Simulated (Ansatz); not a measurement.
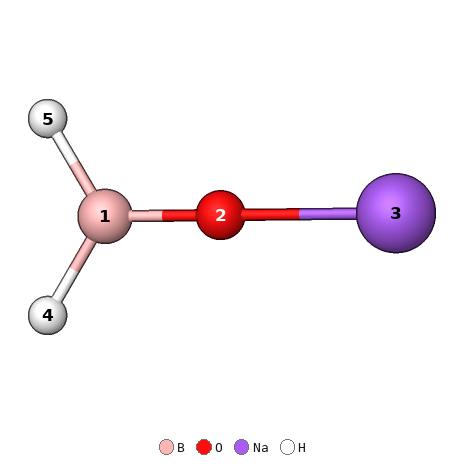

The atoms are numbered. The computed structure is the end point of a PBE0-D4/def2-TZVP optimisation. No frequency run is at hand to confirm it as a minimum.

> What is the geometry at O2?

O2 has 2 neighbours (B1 at 1.31, Na3 at 1.98 Å); the arrangement is linear.

> Describe the coordination of atom 1.

B1 has 3 neighbours (O2 at 1.31, H4 at 1.23, H5 at 1.23 Å); the arrangement is trigonal planar.
